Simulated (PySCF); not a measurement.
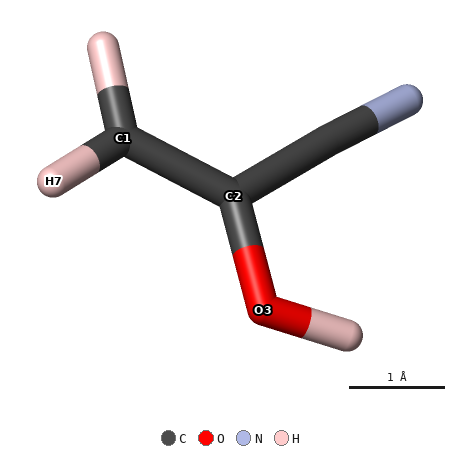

Fig. 1: The input geometry (stick view, seen at a tilt; atoms are numbered from 1 in the order of the input). Bond lengths as drawn: C–C 1.33 to 1.43 Å, C–H 1.08 Å, C–N 1.15 Å, C–O 1.36 Å and H–O 0.96 Å.

# Run report: C₃H₃NO, polarizability calculation

The run: polarizability calculation of C₃H₃NO, SMILES C=C(O)C#N. Method and program: HF/STO-3G, RHF (PySCF 2.14.0).

The geometry comes from this level: PBE0-D4/def2-TZVP.

The program's output
```
converged SCF energy = -241.457883671958
E(HF) = -241.457883672
isotropic polarizability 21.1809 bohr^3
```

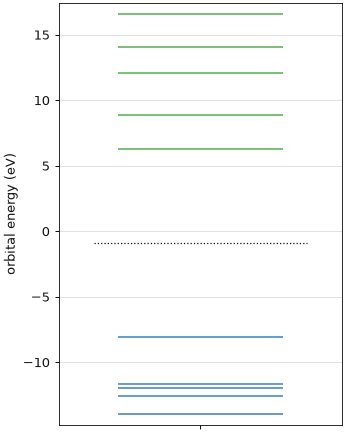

Fig. 2: Orbital energies near the frontier; the dotted line parts filled from empty levels, and levels within 0.02 eV of each other stand side by side. Highest filled −8.09 eV, lowest empty 6.28 eV, 14.37 eV apart.

This output came from the following input.

The input (calc.py)
```python
import numpy
from pyscf import gto
from pyscf.prop.polarizability import rhf

molecule = gto.M(
    atom='''
C        0.430000       0.325400       1.148300
C        0.000700      -0.184000      -0.002000
O       -0.157700      -1.516600      -0.192800
C       -0.322500       0.654800      -1.118000
N       -0.595400       1.283100      -2.043900
H        0.541900       1.393500       1.257400
H        0.669200      -0.324600       1.979500
H       -0.474100      -1.688600      -1.084200
''',
    charge=0,
    basis='sto-3g',
    max_memory=1860,
    verbose=3,
)

mf = molecule.RHF()
mf.conv_tol = 1e-10
mf.kernel()
if not mf.converged:
    mf = mf.newton().run(mf.mo_coeff, mf.mo_occ)

e_tot = mf.e_tot
print('E(%s) = %.9f' % ('HF', e_tot))
pol = rhf.Polarizability(mf)
alpha = pol.polarizability()
print('isotropic polarizability %.4f bohr^3' % (numpy.trace(alpha) / 3))
alpha_w = pol.polarizability_with_freq(freq=0.0774)
beta = pol.hyper_polarizability()
```

Run as:
```bash
OMP_NUM_THREADS=1 python calc.py
```

Summary

- outcome: converged
- total energy: −241.457884 hartree
- basis functions: 28
- HOMO: −8.09 eV
- LUMO: 6.28 eV
- dipole moment: 1.37 D
- hardware: 1 thread of Arm Neoverse V1, 24 GiB of memory available, shared host
- wall time: 1.3 s
- peak memory: 0.12 GiB
